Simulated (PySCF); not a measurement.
**1,2-Dihydro-1,2-Azaborine (C₄H₆BN): NMR shifts in gas and solvents**

Aim: compute the NMR shifts of 1,2-Dihydro-1,2-Azaborine (C₄H₆BN) (`B1C=CC=CN1`), and see what a dielectric continuum does where one was used.

Programs: PySCF 2.14.0, with density-fitted response routines of our own. Each step states its level of theory. These are calculated values for one molecule, in the gas phase or a continuum, unless marked as measured. Atoms count from 0, in the outputs and in this text.

### 1 Starting geometry

12 atoms, charge 0, multiplicity 1; geometry from: GFN2-xTB. The atoms were then displaced at random by about 0.01 Å, so the start is not that level's minimum.

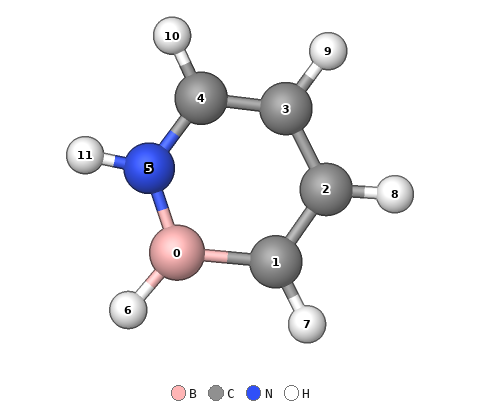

As it starts; boron pink, carbon grey, nitrogen blue, hydrogen white, atoms numbered.

### 2 Geometry optimisation at PBE0-D3(BJ)/def2-TZVP

What the job is given:

```
{"job": {"xc": "PBE0", "basis": "def2-TZVP", "d3": "d3bj", "grid": 2, "shake": 0.01, "kind": "geom"}, "charge": 0, "multiplicity": 1}
B      1.289330     0.703880     0.008210
C     -0.078410     1.427690     0.031840
C     -1.237420     0.689160     0.017760
C     -1.137360    -0.717850    -0.013300
C      0.021360    -1.374410    -0.046910
N      1.188650    -0.679030    -0.032350
H      2.333800     1.237220     0.006690
H     -0.157560     2.515800     0.057400
H     -2.195440     1.166330     0.066880
H     -2.089310    -1.292540    -0.005750
H      0.068990    -2.451910    -0.055070
H      2.033050    -1.252600    -0.044410
```

Started as:

```bash
$ OMP_NUM_THREADS=1 python probes_run.py task.json out
```

The driver reads the jobs from task.json and runs them one after another.

The program printed:

```text
step   0  E = -235.47479844  max force = 0.055248
step   1  E = -235.46718230  max force = 0.039276
step   2  E = -235.46988789  max force = 0.034463
step   3  E = -235.47767363  max force = 0.014525
step   4  E = -235.47852176  max force = 0.008784
step   5  E = -235.47950124  max force = 0.009986
step   6  E = -235.47981847  max force = 0.002251
step   7  E = -235.47985422  max force = 0.000994
step   8  E = -235.47984884  max force = 0.001250
step   9  E = -235.47986186  max force = 0.000220
optimisation converged
```

It took 2.2 min on 1 thread of Intel Xeon 6975P-C, shared host; peak memory 1.1 GiB.

Relaxation path: (the energy doesn't fall at every step)

```
step  energy from step 0 (eV)  largest force component (eV/Å)
   0                   0.0000                          2.8410
   1                   0.2072                          2.0197
   2                   0.1336                          1.7722
   3                  -0.0782                          0.7469
   4                  -0.1013                          0.4517
   5                  -0.1280                          0.5135
   6                  -0.1366                          0.1158
   7                  -0.1376                          0.0511
   8                  -0.1374                          0.0643
   9                  -0.1378                          0.0113
```

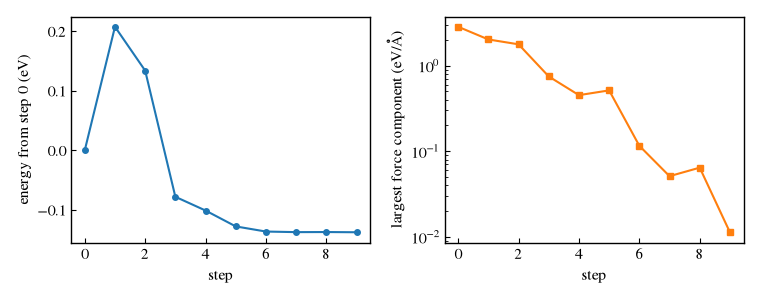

Energy and largest force along the relaxation.

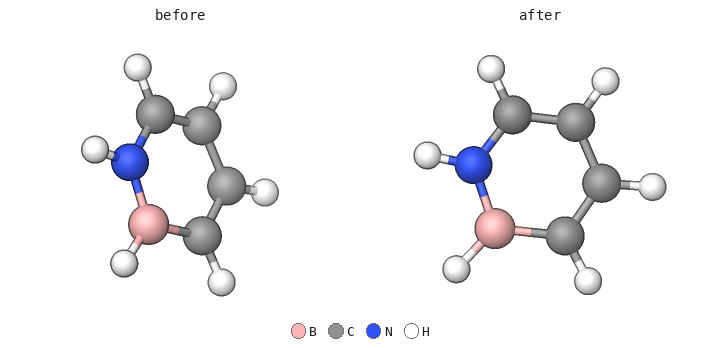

Before and after, at one scale.

Distances of close pairs at the start and the end, largest changes first:

```
  bond  before (Å)  after (Å)  change (Å)
 B0–N5       1.387      1.430      +0.043
 B0–C1       1.548      1.507      -0.040
 C3–H9       1.112      1.082      -0.030
 C3–C4       1.332      1.360      +0.028
 B0–H6       1.173      1.195      +0.023
 C2–H8       1.071      1.087      +0.016
N5–H11       1.021      1.008      -0.013
 C1–H7       1.091      1.085      -0.006
```

The final coordinates are the input of the step that follows.

```
                         at the end point                value
  point group (found at 0.08 Å tolerance)                   Cs
rotational constants (GHz, main isotopes)  5.723, 5.416, 2.783
                        dipole moment (D)                 2.13
```

### 3 NMR shieldings: PBE0/pcSseg-2

What the job is given:

```
{"job": {"kind": "nmr", "xc": "PBE0", "basis": "pcSseg-2"}, "charge": 0, "multiplicity": 1}
B      0.967388     0.799659    -0.755055
C     -0.036585     1.431045     0.175147
C     -0.910781     0.621706     0.849357
C     -0.897617    -0.785356     0.697122
C      0.001282    -1.372220    -0.138261
N      0.893643    -0.626660    -0.834616
H      1.795359     1.353908    -1.415703
H     -0.100877     2.501932     0.338583
H     -1.647066     1.045753     1.528069
H     -1.599078    -1.406653     1.237872
H      0.036880    -2.446410    -0.277468
H      1.524828    -1.140344    -1.428783
```

Level: GIAO PBE0/pcSseg-2 NMR shielding, non-relativistic, gas phase.

The program printed:

```text
coarse grid: 10216 points
cycle   1  E = -235.4100997278  dE =  9.329e-01  |g| = 4.479e-01  |ddm| = 2.426e+00
cycle   2  E = -235.3677782271  dE =  4.232e-02  |g| = 5.917e-01  |ddm| = 1.058e+00
cycle   3  E = -235.4648242668  dE = -9.705e-02  |g| = 1.037e-01  |ddm| = 5.834e-01
cycle   4  E = -235.4672980610  dE = -2.474e-03  |g| = 4.272e-02  |ddm| = 8.964e-02
cycle   5  E = -235.4677430008  dE = -4.449e-04  |g| = 9.486e-03  |ddm| = 2.938e-02
cycle   6  E = -235.4677601047  dE = -1.710e-05  |g| = 4.176e-03  |ddm| = 1.003e-02
cycle   7  E = -235.4677635887  dE = -3.484e-06  |g| = 7.633e-04  |ddm| = 2.355e-03
final grid: 99264 points
cycle   8  E = -235.4723769753  dE = -8.316e-05  |g| = 7.738e-03  |ddm| = 4.613e-02
cycle   9  E = -235.4723688541  dE =  8.121e-06  |g| = 9.809e-03  |ddm| = 1.179e-02
cycle  10  E = -235.4723919093  dE = -2.306e-05  |g| = 9.510e-04  |ddm| = 6.144e-03
cycle  11  E = -235.4723920845  dE = -1.752e-07  |g| = 4.819e-04  |ddm| = 1.186e-03
cycle  12  E = -235.4723921427  dE = -5.826e-08  |g| = 9.680e-05  |ddm| = 3.482e-04
cycle  13  E = -235.4723921446  dE = -1.847e-09  |g| = 4.661e-05  |ddm| = 9.839e-05
cycle  14  E = -235.4723921451  dE = -5.434e-10  |g| = 6.964e-06  |ddm| = 3.270e-05
converged SCF energy = -235.4723921451

GIAO shielding tensors (ppm)
atom      isotropic    diamagn.    paramagn.     s11        s22        s33       span
  0 B       69.762     196.660    -126.899     24.187     57.965    127.133    102.946
  1 C       43.619     254.627    -211.008    -90.300     31.671    189.486    279.786
  2 C       31.011     251.803    -220.791    -96.936     15.308    174.662    271.597
  3 C       66.132     254.131    -187.998    -42.538     70.938    169.998    212.536
  4 C       42.799     253.983    -211.184    -59.562     36.482    151.477    211.039
  5 N       79.449     321.218    -241.769    -76.581     86.135    228.792    305.373
  6 H       26.059      29.338      -3.278     23.960     26.219     27.999      4.039
  7 H       24.028      30.876      -6.848     21.409     23.037     27.639      6.229
  8 H       23.380      30.529      -7.149     20.809     22.213     27.119      6.310
  9 H       24.806      31.278      -6.472     22.107     24.693     27.618      5.511
 10 H       23.969      30.463      -6.494     20.164     24.376     27.368      7.204
 11 H       23.284      31.299      -8.015     17.794     25.445     26.613      8.819
```

Wall time 29 s (1 thread of Intel Xeon 6975P-C, shared host); peak memory 1.1 GiB.

Shifts follow as δ = σ(reference) − σ, with reference shieldings (ppm) from runs at the same level and on the same kind of geometry: ¹H TMS 31.52, ¹³C TMS 186.0, ¹⁵N NH3 263.8, ¹¹B BF3·OEt2 98.7. The references are single molecules in the gas phase, so shifts against H2O, NH3, PH3, H3PO4 or CFCl3 are not on the usual liquid scales and can be off by tens of ppm.

```
atoms                                                  environment  σ (ppm)  δ (ppm)
   C2                                                    alkene CH     31.0    155.0
   C4                               alkene carbon bearing nitrogen     42.8    143.2
   C1                                                    alkene CH     43.6    142.4
   C3                β carbon of an enol-ether or enamine type C=C     66.1    119.9
  H11                              hydrogen on an enamine nitrogen    23.28     8.24
   H8                                     hydrogen on an alkene CH    23.38     8.14
  H10                hydrogen on an alkene carbon bearing nitrogen    23.97     7.55
   H7                                     hydrogen on an alkene CH    24.03     7.49
   H9  hydrogen on a β carbon of an enol-ether or enamine type C=C    24.81     6.72
   H6     hydrogen on a boron bonded to C, N, in a 6-membered ring    26.06     5.46
   B0                boron bonded to C, N, H, in a 6-membered ring     69.8     28.9
   N5                                             enamine nitrogen     79.4    184.3
```

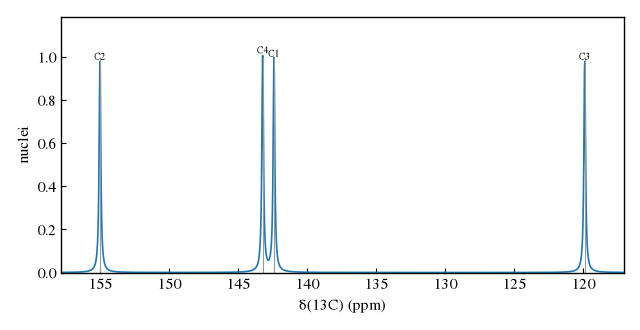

¹³C lines at the computed shifts, without couplings. Lines are broadened to a width of 0.14 ppm (Lorentzian).

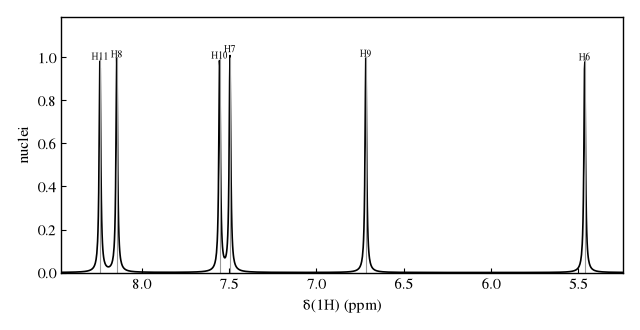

¹H lines at the computed shifts, without couplings. Lines are broadened to a width of 0.01 ppm (Lorentzian).

Charges from the same density, by scheme (e):

```
atoms  Mulliken    IAO  Hirshfeld  ESP fit
   B0      0.48   0.04       0.08     0.22
   C1     -0.33  -0.30      -0.14    -0.35
   C2      0.08  -0.10      -0.03     0.04
   C3     -0.12  -0.22      -0.08    -0.29
   C4      0.20  -0.03       0.02     0.00
   N5     -0.46  -0.30      -0.12    -0.31
```

Mulliken charges:

```
atom  value (e)
  B0       0.48
  C1      -0.33
  C2       0.08
  C3      -0.12
  C4       0.20
  N5      -0.46
  H6      -0.11
  H7       0.02
  H8       0.02
  H9       0.02
 H10       0.04
 H11       0.15
```

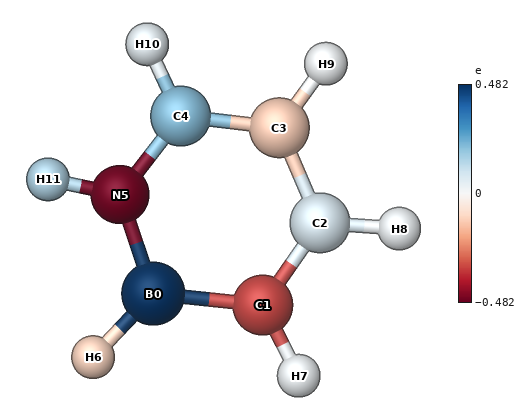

Mulliken charges, as colours on the atoms.

Mayer bond orders: B0–C1 1.25, C1–C2 1.49, C2–C3 1.25, C3–C4 1.60, C4–N5 1.20, N5–B0 1.12.

Ring of atoms B0, C1, C2, C3, C4, N5: NICS(0) -5.0, NICS(1) -7.2, NICS(1)zz -21.3 ppm (means of both faces).

### 4 Nuclear shieldings: KT3/pcSseg-2

Same as in step 3 but for these lines:

```diff
@@ -1,2 +1,2 @@
-{"job": {"kind": "nmr", "xc": "PBE0", "basis": "pcSseg-2"}, "charge": 0, "multiplicity": 1}
+{"job": {"kind": "nmr", "xc": "KT3", "basis": "pcSseg-2", "pop": false}, "charge": 0, "multiplicity": 1}
 B      0.967388     0.799659    -0.755055
```

With the program's defaults for keys left out, this is: GIAO KT3/pcSseg-2 NMR shielding, non-relativistic, gas phase.

The program printed:

```text
coarse grid: 10216 points
cycle   1  E = -239.5189945458  dE =  7.414e-01  |g| = 5.660e-01  |ddm| = 3.044e+00
cycle   2  E = -239.3267445389  dE =  1.923e-01  |g| = 9.670e-01  |ddm| = 1.512e+00
cycle   3  E = -239.6000779975  dE = -2.733e-01  |g| = 2.106e-01  |ddm| = 1.085e+00
cycle   4  E = -239.6120143507  dE = -1.194e-02  |g| = 7.962e-02  |ddm| = 1.984e-01
cycle   5  E = -239.6136728070  dE = -1.658e-03  |g| = 2.180e-02  |ddm| = 6.526e-02
cycle   6  E = -239.6137538517  dE = -8.104e-05  |g| = 1.225e-02  |ddm| = 1.950e-02
cycle   7  E = -239.6137859048  dE = -3.205e-05  |g| = 2.582e-03  |ddm| = 7.598e-03
cycle   8  E = -239.6137877737  dE = -1.869e-06  |g| = 9.780e-04  |ddm| = 2.955e-03
final grid: 99264 points
cycle   9  E = -239.6250870339  dE = -3.361e-04  |g| = 4.575e-03  |ddm| = 2.957e-01
cycle  10  E = -239.6250664966  dE =  2.054e-05  |g| = 9.195e-03  |ddm| = 1.088e-02
cycle  11  E = -239.6250917142  dE = -2.522e-05  |g| = 1.441e-03  |ddm| = 7.839e-03
cycle  12  E = -239.6250921545  dE = -4.403e-07  |g| = 6.838e-04  |ddm| = 1.490e-03
cycle  13  E = -239.6250922774  dE = -1.228e-07  |g| = 1.173e-04  |ddm| = 7.055e-04
cycle  14  E = -239.6250922789  dE = -1.547e-09  |g| = 9.683e-05  |ddm| = 1.577e-04
cycle  15  E = -239.6250922818  dE = -2.843e-09  |g| = 9.301e-06  |ddm| = 7.200e-05
cycle  16  E = -239.6250922818  dE = -1.819e-11  |g| = 4.313e-06  |ddm| = 8.658e-06
converged SCF energy = -239.6250922818

GIAO shielding tensors (ppm)
atom      isotropic    diamagn.    paramagn.     s11        s22        s33       span
  0 B       74.310     198.616    -124.306     33.277     64.803    124.849     91.572
  1 C       52.192     255.361    -203.169    -70.484     44.811    182.251    252.735
  2 C       42.230     254.535    -212.305    -72.333     30.510    168.514    240.847
  3 C       71.926     257.166    -185.240    -27.470     79.065    164.184    191.654
  4 C       51.731     256.383    -204.652    -38.839     47.591    146.440    185.279
  5 N       83.392     319.624    -236.232    -61.626     94.727    217.075    278.701
  6 H       26.420      28.826      -2.407     24.385     26.684     28.189      3.804
  7 H       24.422      30.281      -5.860     22.156     23.524     27.585      5.430
  8 H       23.807      29.531      -5.724     21.240     23.120     27.062      5.821
  9 H       25.112      30.238      -5.126     22.549     25.180     27.608      5.058
 10 H       24.279      29.948      -5.669     20.575     24.896     27.366      6.791
 11 H       23.496      31.446      -7.951     18.267     25.465     26.755      8.488
```

Wall time 38 s (1 thread of Intel Xeon 6975P-C, shared host); peak memory 0.97 GiB.

Key values: δ C2 141.0, C4 131.5, C1 131.0, C3 111.3, H11 8.13, H8 7.82 ppm.

[end of part 1 of 2]
